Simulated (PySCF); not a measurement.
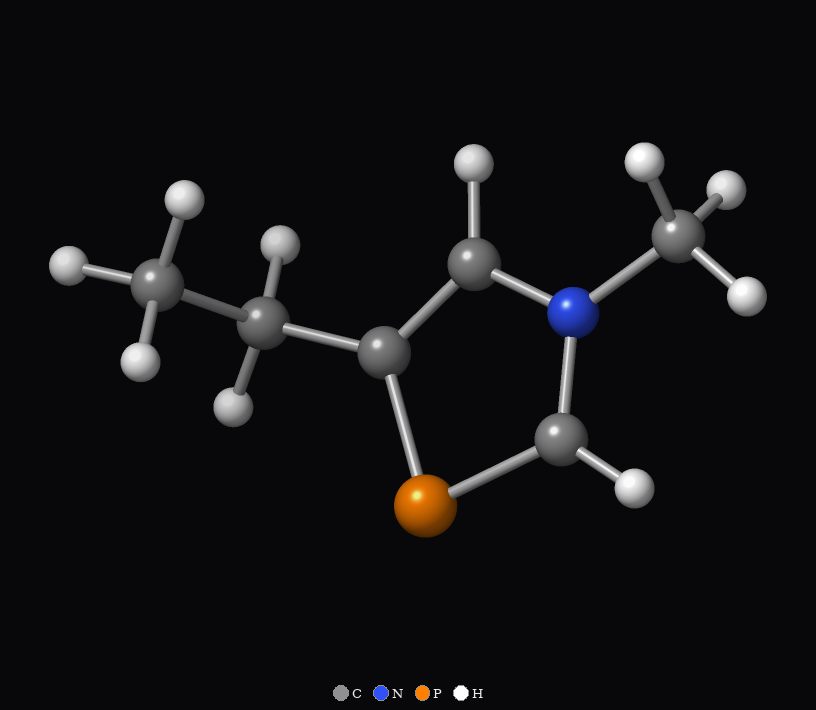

Computed geometry: GFN2-xTB optimisation. No frequency run is at hand to confirm it as a minimum. Method: B3LYP/def2-SVPD, gas phase (PySCF 2.14.0). Excitations: vertical, linear response.

What does the calculation give?

The species is C₆H₁₀NP (`CCc1cn(C)cp1`).
- dipole moment: 3.59 D
- HOMO energy (Kohn–Sham orbital): −5.95 eV
- LUMO energy (Kohn–Sham orbital): −0.26 eV
- HOMO–LUMO gap: 5.69 eV
- mean static polarisability: 103.9 bohr³
- lowest vertical singlet excitation: 5.32 eV
- its oscillator strength: 0.011
- brightest of the 8 lowest singlets: 5.43 eV
- its oscillator strength: 0.09

The geometry is semi-empirical. Around P such bond lengths and angles can be off by a tenth of an ångström or more and by several degrees, and values that hang on the shape move with them.
